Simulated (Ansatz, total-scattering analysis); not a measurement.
# CaSiO3: neutron diffraction with isotope substitution

Two samples of CaSiO3 (Ca 20.0, Si 20.0, O 60.0 atom %; 2200 K, fixed volume (mean pressure -1.1 GPa); ρ₀ = 0.0608 Å⁻³) differ only in the isotope of Ca: 40Ca (b = 4.78 fm) and 44Ca (b = 1.42 fm). Other lengths: Si 4.15071, O 5.8037 fm. The data are simulated by ab initio molecular dynamics with Ansatz (PBE, plane waves, PAW set soft_1, Langevin thermostat, no spin, fixed volume). The average runs over 0.64 ps of 70 atoms, so shells between rare elements are rough. Mean temperature 2121 K, largest m.s.d. 1.62 Å², energy drift -20 meV an atom (last third less first, no steady trend), Langevin friction 10 ps⁻¹; the first quarter of the run is discarded. Preparation: last frame of a classical run of this cell, a melt, rescaled to the set density, then 0.3 ps at 2420 K with a cheaper basis and a friction of 10 ps⁻¹ (mean temperature of the first stage 2388 K), too short to forget the start in full. So short a stretch relaxes bonds and nearest shells but still remembers its start. It is a liquid as far as so short a run tells. The partials come from the cell's reciprocal vectors below 4 Å⁻¹ and from g(r) above; absorption, incoherent and inelastic scattering are left out. F(Q) = Σ ci cj bi bj (Sij − 1), in barn per steradian and atom:

```tsv
Q (Å⁻¹)	40Ca	44Ca	difference
0.6	-0.218	-0.167	-0.051
0.9	-0.189	-0.134	-0.055
1.2	-0.107	-0.025	-0.082
1.5	-0.110	-0.051	-0.059
1.8	-0.096	-0.078	-0.018
2.1	-0.084	-0.073	-0.011
2.4	-0.053	-0.032	-0.021
2.7	0.006	0.006	0.000
3.0	0.026	0.005	0.021
3.3	-0.003	-0.028	0.026
3.6	-0.024	-0.035	0.011
3.9	-0.020	-0.026	0.006
4.2	-0.010	-0.005	-0.006
4.5	0.008	0.021	-0.014
4.8	0.037	0.052	-0.016
5.1	0.057	0.065	-0.008
5.4	0.044	0.041	0.003
5.7	0.007	-0.002	0.009
6.0	-0.024	-0.033	0.008
6.3	-0.039	-0.043	0.004
6.6	-0.038	-0.038	0.001
6.9	-0.026	-0.024	-0.002
7.2	-0.009	-0.005	-0.004
7.5	0.008	0.011	-0.004
7.8	0.016	0.019	-0.002
8.1	0.016	0.017	0.000
8.4	0.012	0.011	0.001
8.7	0.010	0.008	0.002
9.0	0.009	0.007	0.002
9.3	0.005	0.004	0.002
9.6	-0.001	-0.001	0.000
9.9	-0.006	-0.005	-0.001
10.2	-0.011	-0.009	-0.001
10.5	-0.013	-0.013	-0.001
10.8	-0.013	-0.012	-0.001
```

The first difference in real space, ΔG(r), in barn (from the pair functions, so without the broadening of a finite Q range):

```
r (Å)  first difference G(r)
 1.70                 -0.066
 1.78                 -0.066
 1.86                 -0.063
 1.94                 -0.054
 2.02                 -0.019
 2.10                  0.007
 2.18                  0.045
 2.26                  0.053
 2.34                  0.067
 2.42                  0.053
 2.50                  0.033
 2.58                  0.024
 2.66                  0.009
 2.74                 -0.008
 2.82                 -0.012
 2.90                 -0.014
 2.98                 -0.017
 3.06                 -0.011
 3.14                 -0.013
 3.22                 -0.014
 3.30                 -0.002
 3.38                  0.004
 3.46                  0.008
 3.54                  0.010
 3.62                  0.008
 3.70                  0.008
 3.78                  0.010
 3.86                  0.011
 3.94                  0.009
 4.02                  0.009
 4.10                  0.006
 4.18                  0.006
 4.26                  0.006
 4.34                  0.008
 4.42                  0.007
 4.50                  0.008
 4.58                  0.007
 4.66                  0.007
 4.74                  0.004
 4.82                  0.007
 4.90                  0.003
```

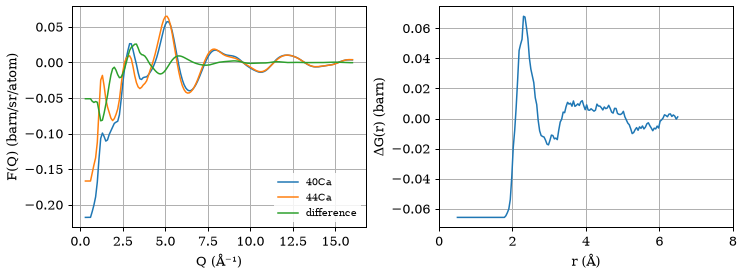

**Question.** Which pairs survive in the difference, and what is the first shell of Ca?

Pairs without Ca cancel. ΔG(r) = Σ W [g(r) − 1] with W = 2 c(Ca) c(j) b(j) Δb, and c(Ca)² (b₁² − b₂²) for Ca–Ca: Ca–Ca 0.0083, Ca–Si 0.0112, Ca–O 0.0468 barn. At small r, ΔG → −ΣW = -0.066; in this finite cell the Ca–Ca term carries (N − 1)/N with N = 14 atoms of Ca, which gives -0.066.

The first feature, at 2.32 Å, is Ca–O. n = 4πρ₀ c(O)/W ∫ r² [ΔG − ΔG(0)] dr up to 3.22 Å gives 6.1 O around each Ca; the coordinates give 5.40 up to 3.22 Å; other pairs of Ca reach into the range with their own weights.

Shells of Ca from the coordinates: Ca–O at 2.32 Å, 5.4 neighbours to 3.22 Å, a soft count; Ca–Si at 3.50 Å, 5.4 neighbours to 4.48 Å, a soft count; Ca–Ca at 3.94 Å, 5.7 neighbours to 5.08 Å, a soft count (first peaks with a usable minimum only).

[Logs are printed without paths, hosts, clocks, repeated set-up lines and the standing remarks that a program may print on its own settings, such as how far it seeks lower states.]
